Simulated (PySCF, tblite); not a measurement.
# C₆H₁₀B radical: geometry, infrared bands and EPR parameters

What infrared bands and EPR parameters should C₆H₁₀B radical (`C=C1[CH][C@@H](C)BC1`) show?

Programs: tblite 0.8.0 and PySCF 2.14.0, with density-fitted response routines of our own. Each step states its level of theory. These are calculated values for one molecule in the gas phase, unless marked as measured. Atoms count from 0, in the outputs and in this text.

## 1. The starting structure

17 atoms, charge 0, multiplicity 2; geometry from: force field or distance geometry start.

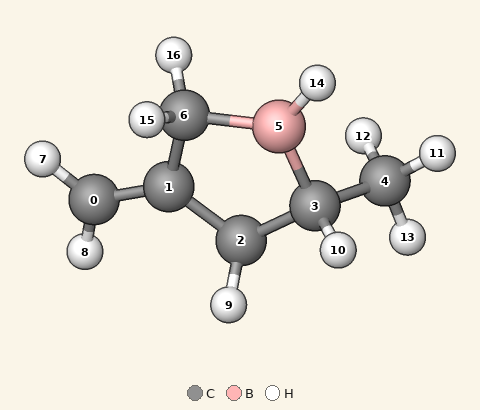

The starting geometry (carbon grey, boron pink, hydrogen white), atoms numbered.

## 2. Optimising the geometry with GFN2-xTB

The job: settings as JSON, then the geometry in Å.

```
{"job": {"kind": "relax", "xc": "GFN2-xTB", "basis": "xTB"}, "charge": 0, "multiplicity": 2}
C      2.221100    -0.130200    -1.377700
C      1.183100    -0.005700    -0.536300
C     -0.077000     0.686100    -0.901400
C     -1.028200     0.602000     0.290100
C     -2.308600    -0.149900    -0.071300
B     -0.203800    -0.199400     1.391700
C      1.225300    -0.577600     0.848000
H      3.126400    -0.639600    -1.076200
H      2.156900     0.289500    -2.374900
H      0.118500     1.752100    -1.148400
H     -1.278400     1.605300     0.682900
H     -2.977200    -0.242100     0.808000
H     -2.084300    -1.164100    -0.456100
H     -2.846800     0.416900    -0.867700
H     -0.598300    -0.451900     2.477800
H      2.015300    -0.098800     1.474000
H      1.349100    -1.680600     0.827800
```

Started as:

```console
$ OMP_NUM_THREADS=1 python probes_run.py task.json out
```

One launch serves the whole session: the jobs run in the order shown.

The log of the run:

```text
step      E/eV     max force
  0    -518.42673    3.260
  1    -518.66635    2.246
  2    -518.89744    1.050
  3    -518.98682    0.861
  4    -519.05158    0.613
  5    -519.08934    0.621
  6    -519.14459    0.472
  7    -519.17192    0.385
  8    -519.19049    0.392
  9    -519.21196    0.383
 10    -519.23923    0.499
 11    -519.27024    0.429
 12    -519.29043    0.411
 13    -519.30247    0.297
 14    -519.31076    0.274
 15    -519.32087    0.197
 16    -519.32594    0.179
 17    -519.32957    0.121
 18    -519.33152    0.121
 19    -519.33339    0.089
 20    -519.33486    0.083
 21    -519.33586    0.080
 22    -519.33661    0.072
 23    -519.33737    0.079
 24    -519.33812    0.076
 25    -519.33878    0.066
 26    -519.33934    0.062
 27    -519.33991    0.070
 28    -519.34061    0.084
 29    -519.34137    0.070
 30    -519.34201    0.054
 31    -519.34246    0.047
 32    -519.34286    0.056
 33    -519.34336    0.065
 34    -519.34405    0.063
 35    -519.34483    0.067
 36    -519.34554    0.059
 37    -519.34613    0.070
 38    -519.34669    0.068
 39    -519.34725    0.053
 40    -519.34772    0.046
 41    -519.34811    0.043
 42    -519.34846    0.042
 43    -519.34881    0.050
 44    -519.34910    0.045
 45    -519.34933    0.036
 46    -519.34957    0.038
 47    -519.34988    0.044
 48    -519.35031    0.048
 49    -519.35083    0.058
 50    -519.35139    0.060
 51    -519.35197    0.057
 52    -519.35258    0.056
 53    -519.35311    0.051
 54    -519.35347    0.045
 55    -519.35371    0.037
 56    -519.35390    0.036
 57    -519.35410    0.031
 58    -519.35428    0.030
 59    -519.35440    0.029
 60    -519.35450    0.029
 61    -519.35463    0.035
 62    -519.35480    0.038
 63    -519.35498    0.033
 64    -519.35512    0.026
 65    -519.35521    0.027
 66    -519.35527    0.023
 67    -519.35533    0.015
 68    -519.35538    0.014
 69    -519.35541    0.018
 70    -519.35545    0.018
 71    -519.35550    0.019
 72    -519.35558    0.019
 73    -519.35566    0.019
 74    -519.35573    0.016
 75    -519.35577    0.014
 76    -519.35582    0.017
 77    -519.35589    0.018
 78    -519.35597    0.019
 79    -519.35604    0.019
 80    -519.35609    0.017
 81    -519.35615    0.015
 82    -519.35621    0.016
 83    -519.35629    0.019
 84    -519.35637    0.024
 85    -519.35647    0.029
 86    -519.35659    0.028
 87    -519.35673    0.026
 88    -519.35684    0.027
 89    -519.35693    0.023
 90    -519.35701    0.023
 91    -519.35707    0.017
 92    -519.35712    0.017
 93    -519.35715    0.014
 94    -519.35718    0.015
 95    -519.35721    0.012
 96    -519.35723    0.011
 97    -519.35725    0.007
```

Wall time 0.42 s (1 thread of Arm Neoverse V2, shared host).

Step by step: (not every step is listed)

```tsv
step	energy from step 0 (eV)	largest force (eV/Å)
0	0.0000	3.2604
1	-0.2396	2.2460
2	-0.4707	1.0503
3	-0.5601	0.8614
4	-0.6248	0.6128
5	-0.6626	0.6214
6	-0.7179	0.4722
7	-0.7452	0.3850
8	-0.7638	0.3915
16	-0.8992	0.1793
24	-0.9114	0.0756
32	-0.9161	0.0559
40	-0.9210	0.0460
48	-0.9236	0.0481
56	-0.9272	0.0362
64	-0.9284	0.0255
72	-0.9289	0.0193
80	-0.9294	0.0166
88	-0.9301	0.0273
92	-0.9304	0.0168
93	-0.9304	0.0142
94	-0.9304	0.0149
95	-0.9305	0.0121
96	-0.9305	0.0108
97	-0.9305	0.0073
```

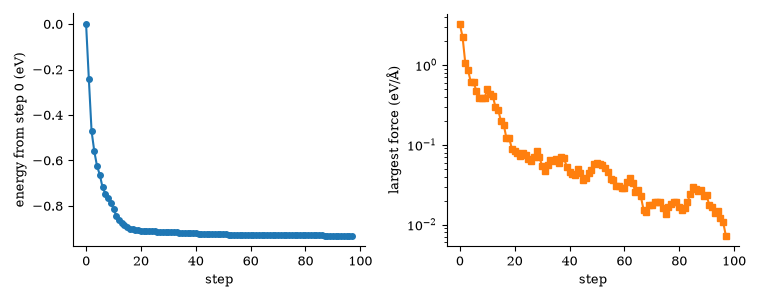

Energy and largest force along the relaxation.

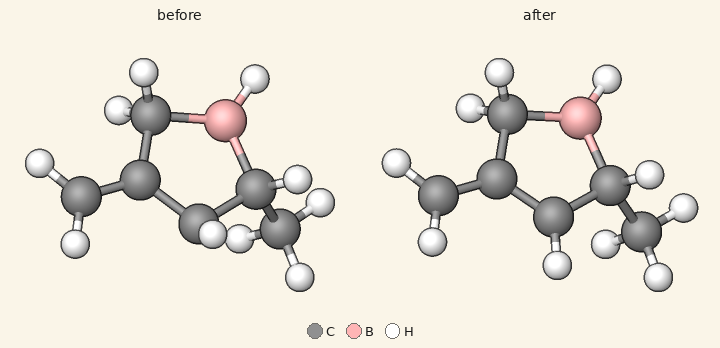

The geometry before (left) and after (right).

Distances of close pairs at the start and the end, largest changes first:

```tsv
bond	before (Å)	after (Å)	change (Å)
C1–C2	1.483	1.384	-0.099
C2–H9	1.112	1.078	-0.034
C2–C3	1.527	1.495	-0.032
C4–H13	1.116	1.089	-0.027
C0–C1	1.342	1.368	+0.027
C6–H15	1.116	1.094	-0.022
C4–H11	1.108	1.087	-0.021
C4–H12	1.108	1.088	-0.020
```

The final coordinates are the input of the step that follows.

## 3. Vibrational analysis with GFN2-xTB

The job: settings as JSON, then the geometry in Å.

```
{"job": {"kind": "ir", "xc": "GFN2-xTB", "basis": "xTB"}, "charge": 0, "multiplicity": 2}
C      2.283451    -0.013905    -1.349400
C      1.214162     0.034802    -0.496767
C     -0.011399     0.622515    -0.755943
C     -0.986583     0.530349     0.373209
C     -2.357316    -0.005102    -0.077011
B     -0.206324    -0.315212     1.467458
C      1.233236    -0.575597     0.891174
H      3.204841    -0.492231    -1.069347
H      2.235605     0.426180    -2.329459
H     -0.259187     1.103651    -1.687820
H     -1.172433     1.545307     0.761556
H     -3.049841    -0.028303     0.761070
H     -2.253184    -1.015016    -0.467183
H     -2.777919     0.623654    -0.859870
H     -0.624980    -0.673313     2.496319
H      2.023934    -0.120508     1.494368
H      1.496939    -1.635240     0.837737
```

The log of the run:

```text
mode    cm-1     km/mol
  1      77.6      3.29
  2     124.5      1.39
  3     203.3      0.24
  4     251.4      0.79
  5     344.6      1.39
  6     382.7      2.50
  7     424.8      1.76
  8     525.6      0.88
  9     556.8      5.75
 10     592.3      2.30
 11     605.5      1.97
 12     692.4     21.24
 13     747.4     19.70
 14     775.3    102.68
 15     822.9     17.08
 16     848.2     11.92
 17     924.3     12.09
 18     932.8      7.82
 19     966.3     29.06
 20     996.0      4.51
 21    1054.1     16.59
 22    1061.6      9.91
 23    1072.3     12.21
 24    1124.5     54.86
 25    1205.9     10.56
 26    1217.9      6.06
 27    1230.1     11.68
 28    1257.4     37.47
 29    1363.2     11.33
 30    1399.3      0.08
 31    1416.8     14.37
 32    1441.1     10.71
 33    1498.1      3.20
 34    1500.2      0.50
 35    1506.8      2.19
 36    2671.3    146.28
 37    2826.1     44.98
 38    2939.8     25.38
 39    2970.9     25.34
 40    3016.5     39.87
 41    3031.4     44.56
 42    3036.1     31.03
 43    3097.0     44.65
 44    3112.4     29.01
 45    3143.2     47.63
```

It took 0.36 s on 1 thread of Arm Neoverse V2, shared host.

Which atoms move in the most intense modes:

```tsv
cm⁻¹	km/mol	atoms
775	102.7	B5 32 %, H14 18 %, C6 14 %
1124	54.9	B5 32 %, C3 18 %, H9 10 %
2671	146.3	H14 92 %
2826	45.0	H10 93 %
3016	39.9	H13 89 %
3031	44.6	H11 61 %, H12 30 %
3097	44.6	H9 91 %
3143	47.6	H7 49 %, H8 41 %
```

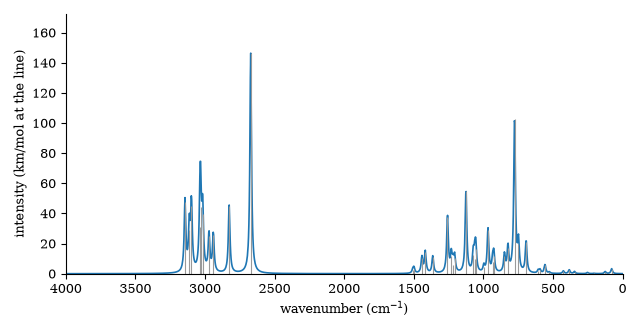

The infrared spectrum from these modes, unscaled. Lines are broadened to a width of 14 cm⁻¹ (Lorentzian).

## 4. EPR parameters: B3LYP/pcH-1

Same as in step 3 but for these lines:

```diff
@@ -1,2 +1,2 @@
-{"job": {"kind": "ir", "xc": "GFN2-xTB", "basis": "xTB"}, "charge": 0, "multiplicity": 2}
+{"job": {"kind": "epr", "basis": "pcH-1"}, "charge": 0, "multiplicity": 2}
 C      2.283451    -0.013905    -1.349400
```

Level: UKS B3LYP, pcH-1 on B C H, non-relativistic, mean-field spin-orbit, GIAO.

The log of the run:

```text
UKS, coarse grid
  cycle   1  E = -259.39817494  |g| = 3.52e-01
  cycle   2  E = -259.38124987  |g| = 4.03e-01
  cycle   3  E = -259.46756101  |g| = 4.34e-02
  cycle   4  E = -259.46816756  |g| = 3.25e-02
  cycle   5  E = -259.46871909  |g| = 9.61e-03
  cycle   6  E = -259.46878213  |g| = 5.05e-03
  cycle   7  E = -259.46880497  |g| = 2.20e-03
  cycle   8  E = -259.46880963  |g| = 8.34e-04
UKS, final grid
  cycle   1  E = -259.46876925  |g| = 1.12e-03
  cycle   2  E = -259.46876850  |g| = 1.67e-03
  cycle   3  E = -259.46876988  |g| = 1.31e-04
  cycle   4  E = -259.46876989  |g| = 3.91e-05
  cycle   5  E = -259.46876989  |g| = 2.78e-05
E = -259.46876989 Eh   <S^2> = 0.7756 (exact 0.7500)
g shifts (ppm)      1          2          3
  rmc          -140       -140       -140
  gc              4         37         30
  oz_so          -9        529        665
  total        -145        426        555
hyperfine (MHz)  atom isotope    a_iso     a_fc   dipolar eigenvalues
    0   13C      53.14      53.14    -51.05    -49.32    100.37
    1   13C     -47.77     -47.77    -28.17     11.06     17.11
    2   13C      55.85      55.85    -50.96    -49.57    100.53
    3   13C     -20.00     -20.00     -1.52      0.59      0.93
    4   13C      37.40      37.40     -2.65     -2.46      5.11
    5   11B       0.70       0.70     -1.03     -0.58      1.61
    6   13C       4.13       4.13     -1.01     -0.14      1.15
    7    1H     -41.17     -41.17    -24.95     -0.10     25.05
    8    1H     -39.11     -39.11    -21.61     -1.40     23.01
    9    1H     -38.64     -38.64    -21.52     -1.61     23.12
   10    1H      86.95      86.95     -3.84     -2.34      6.19
   11    1H       5.01       5.01     -1.89     -1.19      3.08
   12    1H      -2.18      -2.18     -3.28     -1.25      4.53
   13    1H      -1.41      -1.41     -2.58     -1.71      4.29
   14    1H      -0.49      -0.49     -1.05     -0.84      1.89
   15    1H     -15.16     -15.16     -2.05     -0.74      2.79
   16    1H     -13.31     -13.31     -2.04     -0.83      2.87
```

Run time: 54 s. Hardware: 1 thread of Arm Neoverse V2, shared host; peak memory 0.97 GiB.

Principal g values 2.00217, 2.00275, 2.00287; g(iso) = 2.00260, against 2.00232 for a free electron.

Hyperfine couplings; where a row names several nuclei, a(iso) is their mean (it holds for fast rotation or exchange) and the dipolar term the largest among them:

```tsv
nuclei	isotope	a(iso) (MHz)	a(iso) (G, at g = 2.0023)	largest dipolar term (MHz)
H10	1H	86.9	31.0	6.2
C2	13C	55.8	19.9	100.5
C0	13C	53.1	19.0	100.4
C1	13C	-47.8	-17.0	-28.2
H7	1H	-41.2	-14.7	25.1
H8	1H	-39.1	-14.0	23.0
H9	1H	-38.6	-13.8	23.1
C4	13C	37.4	13.3	5.1
C3	13C	-20.0	-7.1	-1.5
H15	1H	-15.2	-5.4	2.8
H16	1H	-13.3	-4.7	2.9
C6	13C	4.1	1.5	1.2
B5	11B	0.7	0.3	1.6
H14	1H	-0.5	-0.2	1.9
```

Mulliken spin populations:

C0 0.68; C1 -0.26; C2 0.65; C3 -0.05; C4 0.02; B5 0.00; C6 0.01; H7 -0.03; H8 -0.03; H9 -0.03; H10 0.04; H11 0.00; H12 0.00; H13 0.00; H14 0.00; H15 0.00; H16 0.00

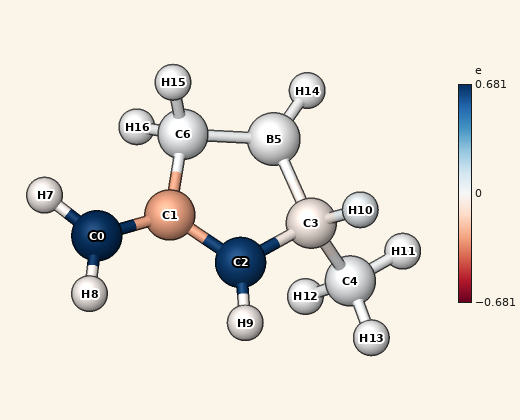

Mulliken spin populations, as colours on the atoms.

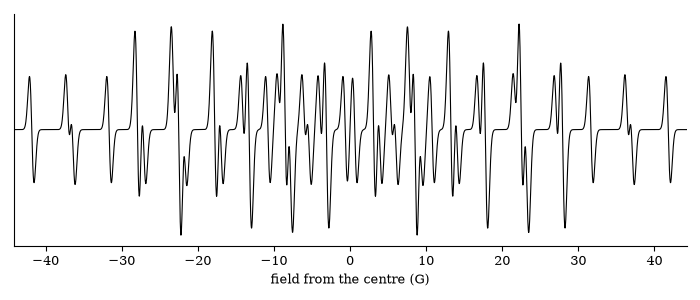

First-order isotropic spectrum (first derivative, main isotopes with spin only, couplings over 0.8 MHz, Gaussian width 0.3 G; couplings of the frozen geometry, rotation of groups not averaged beyond the rows shown).

Orbitals, density, ELF and potential are computed afterwards from the orbital file.

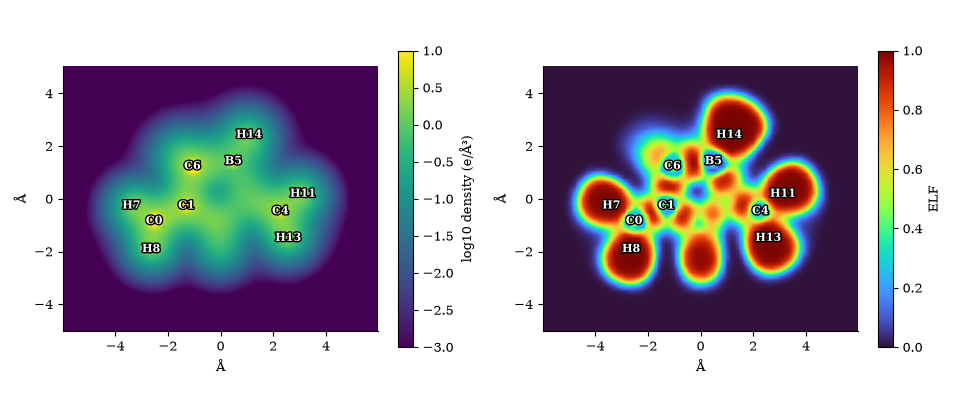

Density (left) and ELF (right) in a plane through or near 10 of the atoms.

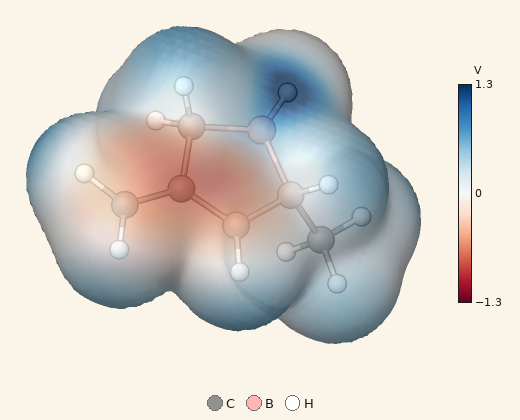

Electrostatic potential on the surface of density 0.002 e/bohr³; red is low, blue high. It runs from -0.72 V near C0 to 1.30 V near B5.

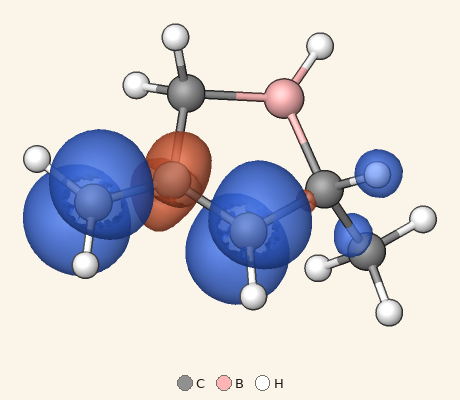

Spin density at ±0.03 e/Å³ (alpha excess blue, beta excess red).

## 5. Outcome

| quantity | value |
| --- | --- |
| strongest single infrared mode (GFN2-xTB) | 2671 cm⁻¹, 146 km/mol |
| zero-point energy (GFN2-xTB) | 87.2 kcal/mol |
| g(iso) (B3LYP) | 2.00260 |
| ⟨S²⟩ | 0.776 (exact 0.75) |
| largest a(iso) (averaged by class) | 1H on H10, 86.9 MHz |
| potential on the surface of density 0.002 e/bohr³, 1st and 99th percentile | -0.72 V and 1.30 V |

In words: Over 97 steps the energy fell by 0.931 eV; of the close pairs, C1–C2 changed most, 1.483 to 1.384 Å. No mode is imaginary among the 45: a minimum at this level. The strongest single mode, at 2671 cm⁻¹, moves mainly H14. Unscaled tight-binding wavenumbers are off by several per cent, some by more. Its intensities can rank the bands wrongly. The largest spin populations lie on C0 (0.68 e), C2 (0.65 e). The isotropic g lies 0.3 ppt above the free-electron value. The conformer search found further structures of the same energy, which may be mirror or relabelled copies of this one.
